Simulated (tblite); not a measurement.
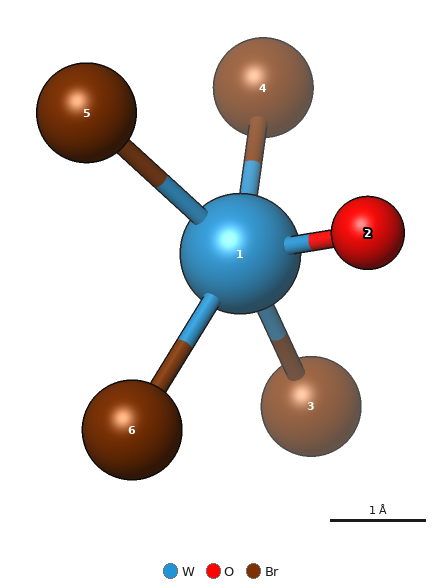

*The structure as given in the input (ball-and-stick view, seen at a tilt; atoms are numbered from 1 in the order of the input). Sticks mark near contacts.*

## Geometry relaxation, with input and output: WBr₄O

WBr₄O, computed with GFN2-xTB geometry optimisation, gas phase (tblite 0.8.0).

### Input
```
{"job": {"xc": "GFN2-xTB", "basis": "xTB", "kind": "relax"}, "charge": 0, "multiplicity": 1}
W      0.008600    -0.003500     0.080600
O     -0.004000     0.001400     1.721800
Br     2.397500     0.009100    -0.452500
Br    -0.014300     2.396600    -0.457700
Br    -2.389500    -0.013000    -0.448400
Br     0.004900    -2.388600    -0.465300
```

The first line tells a small driver script what to run in tblite; the rest is the geometry in Å.

Launch command:
```bash
OMP_NUM_THREADS=1 python <driver script> task.json out
```

### Output
```
step      E/eV     max force
  0    -630.59319    0.501
  1    -630.59537    0.240
  2    -630.59600    0.083
  3    -630.59623    0.036
  4    -630.59634    0.035
  5    -630.59642    0.034
  6    -630.59652    0.037
  7    -630.59657    0.026
  8    -630.59659    0.014
  9    -630.59661    0.011
 10    -630.59662    0.011
 11    -630.59662    0.006
 12    -630.59662    0.005
 13    -630.59663    0.004
 14    -630.59663    0.008
 15    -630.59663    0.008
 16    -630.59663    0.005
 17    -630.59663    0.002
```

### Trajectory as extended XYZ (Å, eV, eV/Å), 12 frames, from step=0 to step=17
```
6
Properties=species:S:1:pos:R:3:forces:R:3 step=0 energy=-630.59319
W     0.0086   -0.0035    0.0806   -0.1210   0.1300  -0.4690
O    -0.0040    0.0014    1.7218    0.0280  -0.0150   0.4430
Br    2.3975    0.0091   -0.4525   -0.0130   0.0050   0.0020
Br   -0.0143    2.3966   -0.4577    0.0210  -0.1200   0.0190
Br   -2.3895   -0.0130   -0.4484    0.0570   0.0130   0.0010
Br    0.0049   -2.3886   -0.4653    0.0280  -0.0130   0.0040
6
Properties=species:S:1:pos:R:3:forces:R:3 step=1 energy=-630.59537
W     0.0069   -0.0017    0.0739   -0.0830   0.0770   0.2120
O    -0.0036    0.0012    1.7281    0.0280  -0.0120  -0.1970
Br    2.3973    0.0091   -0.4525   -0.0080   0.0050  -0.0050
Br   -0.0140    2.3949   -0.4574    0.0190  -0.0700   0.0040
Br   -2.3887   -0.0128   -0.4484    0.0180   0.0120  -0.0110
Br    0.0053   -2.3888   -0.4653    0.0260  -0.0120  -0.0030
6
Properties=species:S:1:pos:R:3:forces:R:3 step=3 energy=-630.59623
W     0.0044    0.0006    0.0764   -0.0260   0.0090  -0.0200
O    -0.0027    0.0008    1.7259    0.0190  -0.0060   0.0290
Br    2.3968    0.0093   -0.4526   -0.0280   0.0050   0.0000
Br   -0.0133    2.3926   -0.4573    0.0160  -0.0320   0.0000
Br   -2.3881   -0.0124   -0.4487   -0.0020   0.0110  -0.0110
Br    0.0062   -2.3889   -0.4653    0.0220   0.0140   0.0030
6
Properties=species:S:1:pos:R:3:forces:R:3 step=4 energy=-630.59634
W     0.0031    0.0015    0.0765   -0.0010  -0.0200  -0.0190
O    -0.0020    0.0006    1.7260    0.0140  -0.0040   0.0320
Br    2.3960    0.0094   -0.4526   -0.0300   0.0040   0.0000
Br   -0.0128    2.3912   -0.4572    0.0130  -0.0090  -0.0040
Br   -2.3880   -0.0120   -0.4491   -0.0140   0.0090  -0.0120
Br    0.0069   -2.3886   -0.4652    0.0180   0.0190   0.0040
6
Properties=species:S:1:pos:R:3:forces:R:3 step=6 energy=-630.59652
W     0.0010    0.0015    0.0770    0.0150  -0.0290   0.0180
O    -0.0001    0.0000    1.7270    0.0040  -0.0020   0.0040
Br    2.3930    0.0099   -0.4527   -0.0130   0.0030  -0.0030
Br   -0.0111    2.3887   -0.4575    0.0060   0.0190  -0.0080
Br   -2.3888   -0.0109   -0.4505   -0.0190   0.0050  -0.0110
Br    0.0092   -2.3872   -0.4649    0.0070   0.0040   0.0000
6
Properties=species:S:1:pos:R:3:forces:R:3 step=7 energy=-630.59657
W     0.0006    0.0008    0.0775    0.0070  -0.0120   0.0220
O     0.0007   -0.0003    1.7276    0.0010  -0.0030   0.0000
Br    2.3915    0.0102   -0.4528   -0.0010   0.0030  -0.0050
Br   -0.0103    2.3882   -0.4578    0.0020   0.0180  -0.0070
Br   -2.3895   -0.0103   -0.4512   -0.0110   0.0030  -0.0080
Br    0.0102   -2.3865   -0.4648    0.0020  -0.0080  -0.0020
6
Properties=species:S:1:pos:R:3:forces:R:3 step=9 energy=-630.59661
W     0.0007    0.0000    0.0783   -0.0060   0.0080   0.0050
O     0.0011   -0.0006    1.7282    0.0000  -0.0040   0.0080
Br    2.3908    0.0105   -0.4531    0.0050   0.0020  -0.0050
Br   -0.0099    2.3887   -0.4582    0.0000   0.0030  -0.0030
Br   -2.3903   -0.0100   -0.4519    0.0020   0.0010  -0.0040
Br    0.0108   -2.3866   -0.4648   -0.0010  -0.0110  -0.0010
6
Properties=species:S:1:pos:R:3:forces:R:3 step=10 energy=-630.59662
W     0.0006    0.0000    0.0788   -0.0060   0.0090  -0.0020
O     0.0012   -0.0008    1.7286   -0.0010  -0.0030   0.0090
Br    2.3907    0.0106   -0.4534    0.0020   0.0020  -0.0040
Br   -0.0098    2.3890   -0.4584    0.0000  -0.0020  -0.0010
Br   -2.3905   -0.0098   -0.4523    0.0050   0.0010  -0.0020
Br    0.0109   -2.3870   -0.4649   -0.0010  -0.0060   0.0000
6
Properties=species:S:1:pos:R:3:forces:R:3 step=12 energy=-630.59662
W     0.0003    0.0002    0.0792    0.0010   0.0000   0.0000
O     0.0014   -0.0011    1.7292   -0.0020  -0.0020   0.0020
Br    2.3906    0.0108   -0.4538   -0.0020   0.0010  -0.0030
Br   -0.0097    2.3891   -0.4587   -0.0010  -0.0020   0.0010
Br   -2.3905   -0.0096   -0.4527    0.0050   0.0000  -0.0020
Br    0.0110   -2.3874   -0.4649   -0.0020   0.0020   0.0020
6
Properties=species:S:1:pos:R:3:forces:R:3 step=13 energy=-630.59663
W     0.0002    0.0003    0.0793    0.0030  -0.0020   0.0020
O     0.0013   -0.0012    1.7293   -0.0020  -0.0010  -0.0010
Br    2.3906    0.0108   -0.4539   -0.0020   0.0010  -0.0020
Br   -0.0097    2.3890   -0.4587   -0.0010  -0.0010   0.0010
Br   -2.3904   -0.0096   -0.4528    0.0030   0.0000  -0.0020
Br    0.0110   -2.3874   -0.4648   -0.0020   0.0030   0.0020
6
Properties=species:S:1:pos:R:3:forces:R:3 step=15 energy=-630.59663
W     0.0003    0.0004    0.0797    0.0040  -0.0050   0.0050
O     0.0012   -0.0016    1.7298   -0.0010   0.0000  -0.0050
Br    2.3903    0.0111   -0.4546   -0.0010   0.0000  -0.0020
Br   -0.0098    2.3888   -0.4587   -0.0010   0.0020   0.0010
Br   -2.3897   -0.0094   -0.4533   -0.0020   0.0000  -0.0020
Br    0.0108   -2.3873   -0.4644   -0.0010   0.0030   0.0020
6
Properties=species:S:1:pos:R:3:forces:R:3 step=17 energy=-630.59663
W     0.0006    0.0002    0.0800    0.0000   0.0000   0.0000
O     0.0009   -0.0019    1.7301    0.0000   0.0010  -0.0010
Br    2.3902    0.0113   -0.4551    0.0010   0.0000  -0.0010
Br   -0.0099    2.3889   -0.4587    0.0000   0.0010   0.0020
Br   -2.3893   -0.0093   -0.4537   -0.0020   0.0000  -0.0010
Br    0.0106   -2.3872   -0.4641    0.0010   0.0000   0.0020
```

### Key numbers

- outcome: converged
- total energy: −630.5966 eV
- hardware: 1 CPU thread, shared host
- peak memory: 0.17 GiB
